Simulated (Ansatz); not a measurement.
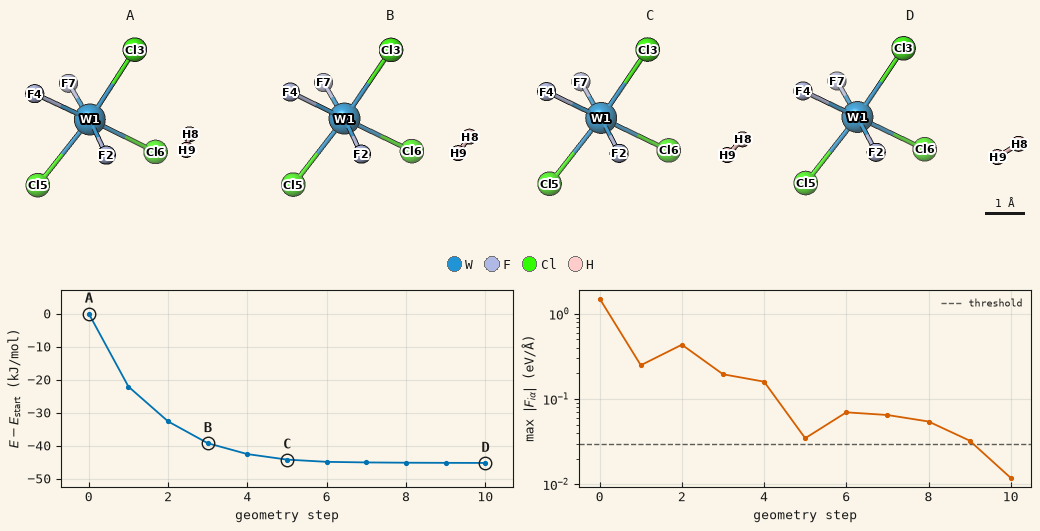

Frames of a relaxation of WH$_{2}$Cl$_{3}$F$_{3}$, marked on the history of the run. The picture is a ball-and-stick view, seen at a tilt.

The run prepares an end point of a later path (reaction) calculation, from a guessed geometry.

The calculation used RHF/def2-SVP in Ansatz. Set-up: no spin polarisation; force threshold 0.03 eV/Å; at most 50 steps.

**Describe the path.**

The energy falls by 45.2 kJ/mol in 10 geometry steps. Largest force component: 1.5 eV/Å at the start, 0.012 eV/Å at the end. The atom that moves furthest after the best rigid fit is H8 (1.50 Å). Largest moves by element: H 1.50 Å, W 0.38 Å, F 0.37 Å, Cl 0.36 Å. Near-neighbour distances that change, for instance: W1–H8 2.947 → 4.828 Å, H8–H9 0.707 → 0.747 Å, W1–F2 1.835 → 1.829 Å, W1–Cl5 2.295 → 2.291 Å. Bond angles that change, for instance: F2–W1–Cl6 93.8° → 90.9°, F2–W1–F7 175.7° → 178.2°, F4–W1–Cl6 177.6° → 179.9°. Cost: 24 s on 4 threads of Arm Neoverse V1, with other jobs on the host, peak memory 0.39 GiB. From step 0 to 3: H8 moves most (0.58 Å), energy −39.3 kJ/mol. From step 3 to 5: H8 moves most (0.40 Å), energy −4.97 kJ/mol. From step 5 to 10: H8 moves most (0.53 Å), energy −1.01 kJ/mol.

Limits of the set-up: Hartree-Fock leaves out electron correlation.
